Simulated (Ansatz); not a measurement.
# F− with NH3: superposition error and deformation

How much of this pair's binding is borrowed basis, and how much do the fragments pay to take the shapes they have in the pair?

Computed with Ansatz 0.2.0, Gaussian basis. Level: PBE0-D4 structures, single points in def2-TZVPPD.

Levels: PBE-D4, revPBE-D4, BLYP-D4, r2SCAN-D4, B97M-V, PBE0-D4, B3LYP-D4, HSE06-D4, wB97X-V, wB97M-V, B2PLYP, Hartree-Fock, MP2, CCSD, CCSD(T).

Correlated methods freeze the cores. B3LYP uses VWN-RPA correlation. B2PLYP carries no dispersion term here.

129 further runs of the same task are left out: 129 set aside as unsound or not needed.

## 1. Starting geometry

The relaxed pair: 5 atoms, charge -1, spin multiplicity 1.

Atoms are counted from 1 here; the program's logs count them from 0.

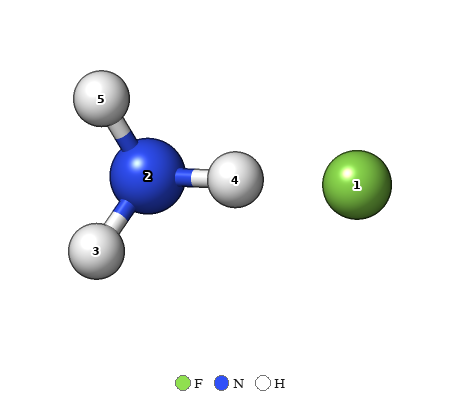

Start geometry, drawn with fluorine green, nitrogen blue, hydrogen white; atoms are numbered from 1 in the order of the file.

Coordinates:

```
F    -0.0056    0.4371   -1.9527
N    -0.2895   -0.1434    0.6022
H     0.2799   -0.9772    0.7211
H    -0.2187    0.0928   -0.4429
H     0.2339    0.5907    1.0722
```

Atoms 1 to 1 are fragment A (F−), the rest fragment B (NH3). From earlier runs, pair energy (eV) and counterpoise interaction (kcal/mol):

| method | E(pair) | interaction |
| --- | --- | --- |
| PBE-D4 | -4254.39441 | -18.41 |
| revPBE-D4 | -4257.60201 | -16.87 |
| BLYP-D4 | -4258.24509 | -16.98 |
| r2SCAN-D4 | -4256.62813 | -19.03 |
| B97M-V | -4257.28295 | -17.49 |
| PBE0-D4 | -4254.25970 | -18.77 |
| B3LYP-D4 | -4259.06703 | -17.83 |
| HSE06-D4 | -4254.05481 | -18.77 |
| wB97X-V | -4257.17859 | -17.51 |
| wB97M-V | -4257.18125 | -17.65 |
| B2PLYP | -4256.11658 | -16.99 |
| Hartree-Fock | -4236.73937 | -15.03 |
| MP2 | -4251.14106 | -16.67 |
| CCSD(T) | -4251.81017 | -16.79 |

First each fragment is run alone in its own basis, frozen in the shape it has in the pair (a, b).

## 2. wB97X-V/def2-TZVPPD

Contents of a/in.yaml:

```yaml
crystal:
  periodic: [false, false, false]
  atoms:
    - {symbol: F, position_ang: [-0.005550, 0.437086, -1.952694]}
basis:
  gaussian: {orbitals: "def2-TZVPPD.json"}
total_charge: -1
hamiltonian: {xc: {name: wB97X-V}}
```

Contents of b/in.yaml:

```yaml
crystal:
  periodic: [false, false, false]
  atoms:
    - {symbol: N, position_ang: [-0.289528, -0.143361, 0.602247]}
    - {symbol: H, position_ang: [0.279882, -0.977185, 0.721093]}
    - {symbol: H, position_ang: [-0.218661, 0.092758, -0.442926]}
    - {symbol: H, position_ang: [0.233857, 0.590702, 1.072180]}
basis:
  gaussian: {orbitals: "def2-TZVPPD.json"}
hamiltonian: {xc: {name: wB97X-V}}
```

The basis file named in the input lies beside it (Basis Set Exchange, JSON).

Each run has its own folder and the same command.

Run with:

```
> ansatz run in.yaml --threads 2 --pin off --events-out ev --progress --plain --max-ram 5222MiB
```

Output in a:

```text
Functional definition: wB97X-V
  name "wB97X-V"
  cite "Mardirossian & Head-Gordon, Phys. Chem. Chem. Phys. 16, 9904 (2014) doi:10.1039/C3CP54374A"
  cite "Becke, J. Chem. Phys. 107, 8554 (1997) doi:10.1063/1.475007"
  cite "Vydrov & Van Voorhis, J. Chem. Phys. 133, 244103 (2010) doi:10.1063/1.3521275"
  parameter omega = 0.3/bohr
  parameter cx = 0.167
  parameter cx1 = 0.603
  parameter cx2 = 1.194
  parameter css0 = 0.556
  parameter css1 = -0.257
  parameter cos0 = 1.219
  parameter cos1 = -1.850
  parameter b = 6.0
  parameter c = 0.01
  exchange = spin_sum(e_x_unif_sr(omega)*poly(b97_u_x, 1 - cx, cx1, cx2)) + cx*exact_x_sr(omega) + exact_x_lr(omega)
  correlation = spin_sum(e_c_pw_same_spin*poly(b97_u_same, css0, css1))
      + integral(e_c_pw_opposite_spin*poly(b97_u_opposite, cos0, cos1)) + vv10(b, c)
197 factors; their error is unknown
52 factors; integrals over basis functions are off by at most 4.8e-5 eV
mean field evaluation 1: about -2705.5467 eV, gradient 8.9e1 eV
mean field evaluation 2: about -2701.9389 eV, gradient 1.2e2 eV
mean field evaluation 4: about -2717.2989 eV, gradient 4.7e-1 eV
mean field evaluation 8: about -2717.3078 eV, gradient 1.6e-3 eV
mean field -2717.30775250 eV, -99.8592180471 hartree, gradient 5.3e-5 eV, S^2 0.000000; 0 other end points of the search recorded, 0 dependent functions left out
reference -2717.30775130 eV, -99.8592180030 hartree; 5, 5 occupied and 35, 35 virtual orbitals, 197 factors
Total energy: -2717.30775130 eV, -99.8592180030 hartree
```

Log of b, shortened:

```text
[... 5 set-up lines as earlier in the session ...]
[...]
      + integral(e_c_pw_opposite_spin*poly(b97_u_opposite, cos0, cos1)) + vv10(b, c)
356 factors; their error is unknown
117 factors; integrals over basis functions are off by at most 5.2e-6 eV
[...]
mean field -1539.10896398 eV, -56.5612111808 hartree, gradient 4.2e-5 eV, S^2 0.000000; 0 other end points of the search recorded, 0 dependent functions left out
reference -1539.10896265 eV, -56.5612111318 hartree; 5, 5 occupied and 83, 83 virtual orbitals, 356 factors
Total energy: -1539.10896265 eV, -56.5612111318 hartree
```

Times: 0.3 s (a), 1.1 s (b) on 2 threads of Arm Neoverse V1, shared host.

## 3. wB97M-V/def2-TZVPPD

The same edit goes into each in.yaml of step 2 (a, b):

```diff
-hamiltonian: {xc: {name: wB97X-V}}
+hamiltonian: {xc: {name: wB97M-V}}
```

One command serves all of them, each in its own folder.

Run with:

```
> ansatz run in.yaml --threads 2 --pin off --events-out ev --progress --plain --max-ram 5222MiB
```

Output in a, shortened:

```text
Functional definition: wB97M-V
  name "wB97M-V"
  cite "Mardirossian & Head-Gordon, J. Chem. Phys. 144, 214110 (2016) doi:10.1063/1.4952647"
[... 2 set-up lines as earlier in the session ...]
  # Of w^i u^j: cxij and so on, Table III.
[...]
  gx(w, u) = 1 - cx + cx01*u + cx10*w
  gss(w, u) = css00 + css04*u^4 + css10*w + css20*w^2 + css43*w^4*u^3
  gos(w, u) = cos00 + cos10*w + (cos20 + cos21*u)*w^2 + (cos60 + cos61*u)*w^6
[...]
      + integral(e_c_pw_mod_opposite_spin*gos(b97_w_opposite, b97_u_opposite)) + vv10(b, c)
197 factors; their error is unknown
52 factors; integrals over basis functions are off by at most 4.8e-5 eV
[...]
mean field -2717.60186938 eV, -99.8700266432 hartree, gradient 1.8e-5 eV, S^2 0.000000; 0 other end points of the search recorded, 0 dependent functions left out
reference -2717.60189901 eV, -99.8700277317 hartree; 5, 5 occupied and 35, 35 virtual orbitals, 197 factors
Total energy: -2717.60189901 eV, -99.8700277317 hartree
```

Output in b, shortened:

```text
[... 5 set-up lines as earlier in the session ...]
  # Of w^i u^j: cxij and so on, Table III.
[...]
  gx(w, u) = 1 - cx + cx01*u + cx10*w
  gss(w, u) = css00 + css04*u^4 + css10*w + css20*w^2 + css43*w^4*u^3
  gos(w, u) = cos00 + cos10*w + (cos20 + cos21*u)*w^2 + (cos60 + cos61*u)*w^6
[...]
      + integral(e_c_pw_mod_opposite_spin*gos(b97_w_opposite, b97_u_opposite)) + vv10(b, c)
356 factors; their error is unknown
117 factors; integrals over basis functions are off by at most 5.2e-6 eV
[...]
mean field -1538.81122176 eV, -56.5502693561 hartree, gradient 4.0e-5 eV, S^2 0.000000; 0 other end points of the search recorded, 0 dependent functions left out
reference -1538.81125507 eV, -56.5502705802 hartree; 5, 5 occupied and 83, 83 virtual orbitals, 356 factors
Total energy: -1538.81125507 eV, -56.5502705802 hartree
```

Wall times: 0.3 s (a), 1.1 s (b) on 2 threads of Arm Neoverse V1, shared host.

## 4. B2PLYP/def2-TZVPPD

The same edit goes into each in.yaml of step 3 (a, b):

```diff
-hamiltonian: {xc: {name: wB97M-V}}
+hamiltonian: {xc: {name: B2PLYP}}
```

One command serves all of them, each in its own folder.

Run with:

```
> ansatz run in.yaml --threads 2 --pin off --events-out ev --progress --plain --max-ram 5222MiB
```

a printed, shortened:

```text
Functional definition: B2PLYP
  name "B2PLYP"
  cite "Grimme, J. Chem. Phys. 124, 034108 (2006) doi:10.1063/1.2148954"
  cite "Becke, Phys. Rev. A 38, 3098 (1988) doi:10.1103/PhysRevA.38.3098"
  cite "Lee, Yang & Parr, Phys. Rev. B 37, 785 (1988) doi:10.1103/PhysRevB.37.785"
[...]
257 factors; integrals over basis functions are off by at most 1.5e-4 eV
[...]
mean field -2714.40500266 eV, -99.7525439580 hartree, gradient 9.1e-6 eV, S^2 0.000000; 0 other end points of the search recorded, 0 dependent functions left out
1 core orbitals not correlated: weight in the atoms' cores, before any rotation towards them, 1.000 or more for the frozen orbitals, at most 0.000 for the correlated occupied ones
reference -2714.40510179 eV, -99.7525476009 hartree; 4, 4 occupied and 35, 35 virtual orbitals, 257 factors
second order -9.42534965 eV of doubles, -0.00000000 eV of singles
Total energy: -2716.94994619 eV, -99.8460689078 hartree
```

Output in b, shortened:

```text
[... 5 set-up lines as earlier in the session ...]
[...]
499 factors; integrals over basis functions are off by at most 9.3e-4 eV
[...]
mean field -1536.31809709 eV, -56.4586487141 hartree, gradient 4.4e-6 eV, S^2 0.000000; 0 other end points of the search recorded, 0 dependent functions left out
1 core orbitals not correlated: weight in the atoms' cores, before any rotation towards them, 1.000 or more for the frozen orbitals, at most 0.000 for the correlated occupied ones
reference -1536.31820084 eV, -56.4586525270 hartree; 4, 4 occupied and 83, 83 virtual orbitals, 499 factors
second order -7.77322398 eV of doubles, -0.00000000 eV of singles
Total energy: -1538.41697131 eV, -56.5357809193 hartree
```

Times: 0.2 s (a), 0.55 s (b) on 2 threads of Arm Neoverse V1, shared host.

## 5. B97M-V/def2-TZVPPD

The same edit goes into each in.yaml of step 4 (a, b):

```diff
-hamiltonian: {xc: {name: B2PLYP}}
+hamiltonian: {xc: {name: B97M-V}}
```

The same command starts each run, in its folder.

Run with:

```
> ansatz run in.yaml --threads 2 --pin off --events-out ev --progress --plain --max-ram 5222MiB
```

Output in a, shortened:

```text
Functional definition: B97M-V
  name "B97M-V"
  cite "Mardirossian & Head-Gordon, J. Chem. Phys. 142, 074111 (2015) doi:10.1063/1.4907719"
[... 2 set-up lines as earlier in the session ...]
  # Of w^i u^j: cxij and so on, Table III.
[...]
  gx(w, u) = cx00 + cx01*u + cx02*u^2 + (cx10 + cx11*u)*w
  gss(w, u) = css00 + css02*u^2 + css10*w + (css32*w^3 + css42*w^4)*u^2
  gos(w, u) = cos00 + cos01*u + cos03*u^3 + cos10*w + cos32*w^3*u^2
[...]
      + integral(e_c_pw_mod_opposite_spin*gos(b97_w_opposite, b97_u_opposite)) + vv10(b, c)
197 factors; their error is unknown
[...]
mean field -2717.16474812 eV, -99.8539627329 hartree, gradient 8.6e-6 eV, S^2 0.000000; 0 other end points of the search recorded, 0 dependent functions left out
reference -2717.16478331 eV, -99.8539640264 hartree; 5, 5 occupied and 35, 35 virtual orbitals, 197 factors
Total energy: -2717.16478331 eV, -99.8539640264 hartree
```

Log of b, shortened:

```text
[... 5 set-up lines as earlier in the session ...]
  # Of w^i u^j: cxij and so on, Table III.
[...]
  gx(w, u) = cx00 + cx01*u + cx02*u^2 + (cx10 + cx11*u)*w
  gss(w, u) = css00 + css02*u^2 + css10*w + (css32*w^3 + css42*w^4)*u^2
  gos(w, u) = cos00 + cos01*u + cos03*u^3 + cos10*w + cos32*w^3*u^2
[...]
      + integral(e_c_pw_mod_opposite_spin*gos(b97_w_opposite, b97_u_opposite)) + vv10(b, c)
356 factors; their error is unknown
[...]
mean field -1539.35691096 eV, -56.5703230642 hartree, gradient 2.5e-5 eV, S^2 0.000000; 0 other end points of the search recorded, 0 dependent functions left out
reference -1539.35695104 eV, -56.5703245372 hartree; 5, 5 occupied and 83, 83 virtual orbitals, 356 factors
Total energy: -1539.35695104 eV, -56.5703245372 hartree
```

They took 0.25 s (a), 1.1 s (b) on 2 threads of Arm Neoverse V1, shared host.

## 6. CCSD(T)/def2-TZVPPD

Each input of step 5 (a, b) changes in the same lines:

```diff
-hamiltonian: {xc: {name: B97M-V}}
+correlation: {method: ccsd_t}
```

The same command starts each run, in its folder.

Run with:

```
> ansatz run in.yaml --threads 2 --pin off --events-out ev --progress --plain --max-ram 5222MiB
```

Log of a, shortened:

```text
Functional definition: HF
  name "HF"
  cite "Fock, Z. Phys. 61, 126 (1930) doi:10.1007/BF01340294"
  parent pbe
[...]
257 factors; integrals over basis functions are off by at most 1.5e-4 eV
[...]
mean field -2706.33087263 eV, -99.4558251521 hartree, gradient 3.0e-6 eV, S^2 0.000000; 0 other end points of the search recorded, 0 dependent functions left out
1 core orbitals not correlated: weight in the atoms' cores, before any rotation towards them, 1.000 or more for the frozen orbitals, at most 0.000 for the correlated occupied ones
reference -2706.33087263 eV, -99.4558251521 hartree; 4, 4 occupied and 35, 35 virtual orbitals, 257 factors
second order -7.81390746 eV of doubles, -0.00000000 eV of singles
cycle   1  -7.41661807 eV  change    4.0e-1 eV  update   9.9e-2
[...]
cycle   9  -7.66117946 eV  change    1.9e-6 eV  update   3.4e-6
perturbative correction -0.25873590 eV, -0.0095083691 hartree
Total energy: -2714.25078799 eV, -99.7468766733 hartree
```

Output in b, shortened:

```text
[... 4 set-up lines as earlier in the session ...]
[...]
499 factors; integrals over basis functions are off by at most 9.3e-4 eV
[...]
mean field -1529.75481449 eV, -56.2174525276 hartree, gradient 7.8e-7 eV, S^2 0.000000; 0 other end points of the search recorded, 0 dependent functions left out
1 core orbitals not correlated: weight in the atoms' cores, before any rotation towards them, 1.000 or more for the frozen orbitals, at most 0.000 for the correlated occupied ones
reference -1529.75481449 eV, -56.2174525276 hartree; 4, 4 occupied and 83, 83 virtual orbitals, 499 factors
second order -6.48022714 eV of doubles, -0.00000000 eV of singles
cycle   1  -6.64762257 eV  change   -1.7e-1 eV  update   4.4e-2
[...]
cycle   9  -6.81422867 eV  change    3.4e-6 eV  update   6.2e-6
perturbative correction -0.22356994 eV, -0.0082160438 hartree
Total energy: -1536.79261311 eV, -56.4760868562 hartree
```

Times: 0.2 s (a), 0.65 s (b) on 2 threads of Arm Neoverse V1, shared host.

## 7. Relaxing NH3 alone

Contents of relax-b/in.yaml:

```yaml
crystal:
  periodic: [false, false, false]
  atoms:
    - {symbol: N, position_ang: [-0.289528, -0.143361, 0.602247]}
    - {symbol: H, position_ang: [0.279882, -0.977185, 0.721093]}
    - {symbol: H, position_ang: [-0.218661, 0.092758, -0.442926]}
    - {symbol: H, position_ang: [0.233857, 0.590702, 1.072180]}
basis:
  gaussian: {orbitals: def2-TZVP}
hamiltonian: {xc: pbe0, dispersion: d4}
relax: {f_tol: 0.005, max_steps: 200}
```

Run with:

```
> ansatz run in.yaml --threads 2 --pin off --events-out ev --progress --plain --max-ram 5222MiB
```

Log, shortened:

```text
Functional definition: PBE0
  name "PBE0"
  cite "Adamo & Barone, J. Chem. Phys. 110, 6158 (1999) doi:10.1063/1.478522"
  cite "Perdew, Burke & Ernzerhof, Phys. Rev. Lett. 77, 3865 (1996) doi:10.1103/PhysRevLett.77.3865"
[... 1 set-up line as earlier in the session ...]
[...]
287 factors; their error is unknown
[...]
mean field -1537.72511675 eV, -56.5103557331 hartree, gradient 4.4e-5 eV, S^2 0.000000; 0 other end points of the search recorded, 0 dependent functions left out
[...]
reference -1537.72513276 eV, -56.5103563215 hartree; 5, 5 occupied and 44, 44 virtual orbitals, 287 factors
relax step   1: F+E_penalty+E_count = -1537.73439396 eV  Δ(F+E_penalty+E_count) = +0.000e0 eV  max|allowed force component| = 2.087e0 eV/Å  Δτ_max = 0.0000 Å  (23 SCF iters, accepted)
[...]
relax step   4: F+E_penalty+E_count = -1537.80842160 eV  Δ(F+E_penalty+E_count) = -4.717e-4 eV  max|allowed force component| = 8.980e-3 eV/Å  Δτ_max = 0.0077 Å  (26 SCF iters, accepted)
[...]
relax step   5: F+E_penalty+E_count = -1537.80842715 eV  Δ(F+E_penalty+E_count) = -5.552e-6 eV  max|allowed force component| = 5.116e-4 eV/Å  Δτ_max = 0.0008 Å  (27 SCF iters, accepted)
287 factors; their error is unknown
[...]
mean field -1537.79931136 eV, -56.5130823346 hartree, gradient 8.6e-6 eV, S^2 0.000000; 1 other end points of the search recorded, 0 dependent functions left out
[...]
reference -1537.79932768 eV, -56.5130829344 hartree; 5, 5 occupied and 44, 44 virtual orbitals, 287 factors
Total energy: -1537.80844347 eV, -56.5134179336 hartree
Atom 0 at    -0.264312    -0.137170     0.577905 Å, force     0.000004     0.000115    -0.000512 eV/Å
Atom 1 at     0.269443    -0.986802     0.714023 Å, force     0.000124     0.000104     0.000380 eV/Å
Atom 2 at    -0.222390     0.085071    -0.409086 Å, force    -0.000262     0.000030    -0.000168 eV/Å
Atom 3 at     0.222809     0.601815     1.069752 Å, force     0.000134    -0.000249     0.000300 eV/Å
Dipole moment:     0.332455     0.034905    -0.112295 e Å
```

It took 1.4 s on 2 threads of Arm Neoverse V1, shared host.

Along the way:

| step | energy from step 1 (eV) | largest force component (eV/Å) |
| --- | --- | --- |
| 1 | 0.0000 | 2.0869 |
| 2 | -0.0644 | 0.6748 |
| 3 | -0.0736 | 0.0835 |
| 4 | -0.0740 | 0.0090 |
| 5 | -0.0740 | 0.0005 |

Distances of close pairs at the start and the end, largest changes first:

| bond | before (Å) | after (Å) | change (Å) |
| --- | --- | --- | --- |
| N1–H3 | 1.074 | 1.013 | -0.061 |
| N1–H4 | 1.017 | 1.013 | -0.004 |
| N1–H2 | 1.017 | 1.013 | -0.004 |

## 8. PBE-D4/def2-TZVPPD

Contents of free-b/in.yaml:

```yaml
crystal:
  periodic: [false, false, false]
  atoms:
    - {symbol: N, position_ang: [-0.264312, -0.137170, 0.577905]}
    - {symbol: H, position_ang: [0.269443, -0.986802, 0.714023]}
    - {symbol: H, position_ang: [-0.222390, 0.085071, -0.409086]}
    - {symbol: H, position_ang: [0.222809, 0.601815, 1.069752]}
basis:
  gaussian: {orbitals: "def2-TZVPPD.json"}
hamiltonian: {xc: pbe, dispersion: d4}
```

Run with:

```
> ansatz run in.yaml --threads 2 --pin off --events-out ev --progress --plain --max-ram 5222MiB
```

Log:

```text
Functional definition: PBE
  name "PBE"
[... 2 set-up lines as earlier in the session ...]
  parameter kappa = 0.804
  parameter beta = 0.06672455060314922
  exchange = pbe_x(kappa = kappa, mu = beta*pi^2/3)
  correlation = pbe_c(beta = beta)
356 factors; their error is unknown
mean field evaluation 1: about -1529.6049 eV, gradient 6.7e1 eV
mean field evaluation 2: about -1502.5353 eV, gradient 1.1e2 eV
mean field evaluation 4: about -1537.7852 eV, gradient 1.9e0 eV
mean field evaluation 8: about -1537.7862 eV, gradient 2.6e-2 eV
mean field -1537.78624402 eV, -56.5126021188 hartree, gradient 5.1e-5 eV, S^2 0.000000; 0 other end points of the search recorded, 0 dependent functions left out
reference -1537.78627111 eV, -56.5126031143 hartree; 5, 5 occupied and 83, 83 virtual orbitals, 356 factors
Total energy: -1537.79764909 eV, -56.5130212472 hartree
```

Wall time 0.3 s (2 threads of Arm Neoverse V1, shared host).

## 9. r2SCAN-D4/def2-TZVPPD

Changes to free-b/in.yaml since step 8:

```diff
@@ -9,2 +9,2 @@
   gaussian: {orbitals: "def2-TZVPPD.json"}
-hamiltonian: {xc: pbe, dispersion: d4}
+hamiltonian: {xc: r2scan, dispersion: d4}
```

Run with:

```
> ansatz run in.yaml --threads 2 --pin off --events-out ev --progress --plain --max-ram 5222MiB
```

Log:

```text
Functional definition: r2SCAN
  name "r2SCAN"
  cite "Furness, Kaplan, Ning, Perdew & Sun, J. Phys. Chem. Lett. 11, 8208 (2020) doi:10.1021/acs.jpclett.0c02405"
  cite "Furness, Kaplan, Ning, Perdew & Sun, J. Phys. Chem. Lett. 11, 9248 (2020) doi:10.1021/acs.jpclett.0c03077"
  parent r2scan
  parameter k0 = 0.174
  parameter k1 = 0.065
  parameter a1 = 4.9479
  exchange = r2scan_x(k0 = k0, k1 = k1, a1 = a1)
  correlation = r2scan_c
356 factors; their error is unknown
mean field evaluation 1: about -1531.9970 eV, gradient 6.1e1 eV
mean field evaluation 2: about -1519.5517 eV, gradient 9.1e1 eV
mean field evaluation 4: about -1538.8042 eV, gradient 9.5e-1 eV
mean field evaluation 8: about -1538.7996 eV, gradient 3.0e-2 eV
mean field -1538.79962865 eV, -56.5498433170 hartree, gradient 1.4e-5 eV, S^2 0.000000; 0 other end points of the search recorded, 0 dependent functions left out
reference -1538.79963662 eV, -56.5498436100 hartree; 5, 5 occupied and 83, 83 virtual orbitals, 356 factors
Total energy: -1538.80234958 eV, -56.5499433094 hartree
```

Run time: 0.7 s. Hardware: 2 threads of Arm Neoverse V1, shared host.

## 10. PBE0-D4/def2-TZVPPD

Changes to free-b/in.yaml since step 9:

```diff
@@ -9,2 +9,3 @@
   gaussian: {orbitals: "def2-TZVPPD.json"}
-hamiltonian: {xc: r2scan, dispersion: d4}
+hamiltonian: {xc: pbe0, dispersion: d4}
+output: {orbitals: {seedname: orbitals}}
```

Run with:

```
> ansatz run in.yaml --threads 2 --pin off --events-out ev --progress --plain --max-ram 5222MiB
```

Log, shortened:

```text
[... 5 set-up lines as earlier in the session ...]
  parameter a = 0.25
[... 2 set-up lines as earlier in the session ...]
  exchange = (1 - a)*pbe_x(kappa = kappa, mu = beta*pi^2/3) + a*exact_x
[... 1 set-up line as earlier in the session ...]
356 factors; their error is unknown
mean field evaluation 1: about -1532.5440 eV, gradient 5.4e1 eV
mean field evaluation 2: about -1526.4398 eV, gradient 7.2e1 eV
mean field evaluation 4: about -1537.9114 eV, gradient 3.5e-1 eV
mean field evaluation 8: about -1537.9128 eV, gradient 7.7e-4 eV
mean field -1537.91284770 eV, -56.5172547183 hartree, gradient 2.0e-5 eV, S^2 0.000000; 0 other end points of the search recorded, 0 dependent functions left out
reference -1537.91286757 eV, -56.5172554483 hartree; 5, 5 occupied and 83, 83 virtual orbitals, 356 factors
Total energy: -1537.92198336 eV, -56.5175904474 hartree
```

Wall time 0.35 s (2 threads of Arm Neoverse V1, shared host).

## 11. B3LYP-D4/def2-TZVPPD

Changes to free-b/in.yaml since step 10:

```diff
@@ -9,3 +9,2 @@
   gaussian: {orbitals: "def2-TZVPPD.json"}
-hamiltonian: {xc: pbe0, dispersion: d4}
-output: {orbitals: {seedname: orbitals}}
+hamiltonian: {xc: {name: B3LYP}, dispersion: d4}
```

Run with:

```
> ansatz run in.yaml --threads 2 --pin off --events-out ev --progress --plain --max-ram 5222MiB
```

Log:

```text
Functional definition: B3LYP
  name "B3LYP"
  cite "Stephens, Devlin, Chabalowski & Frisch, J. Phys. Chem. 98, 11623 (1994) doi:10.1021/j100096a001"
[... 2 set-up lines as earlier in the session ...]
  cite "Vosko, Wilk & Nusair, Can. J. Phys. 58, 1200 (1980) doi:10.1139/p80-159"
  parameter a0 = 0.2
  parameter ax = 0.72
  parameter ac = 0.81
  exchange = (1 - a0 - ax)*slater_x + ax*b88_x + a0*exact_x
  correlation = (1 - ac)*vwn_rpa_c + ac*lyp_c
356 factors; their error is unknown
mean field evaluation 1: about -1533.4439 eV, gradient 5.9e1 eV
mean field evaluation 2: about -1522.6497 eV, gradient 8.7e1 eV
mean field evaluation 4: about -1539.8999 eV, gradient 5.4e-1 eV
mean field evaluation 8: about -1539.9001 eV, gradient 2.6e-1 eV
mean field -1539.90013109 eV, -56.5902860357 hartree, gradient 8.5e-6 eV, S^2 0.000000; 0 other end points of the search recorded, 0 dependent functions left out
reference -1539.90029703 eV, -56.5902921338 hartree; 5, 5 occupied and 83, 83 virtual orbitals, 356 factors
Total energy: -1539.91835791 eV, -56.5909558590 hartree
```

Wall time 0.4 s (2 threads of Arm Neoverse V1, shared host).

(Part 1 of 2 ends here.)
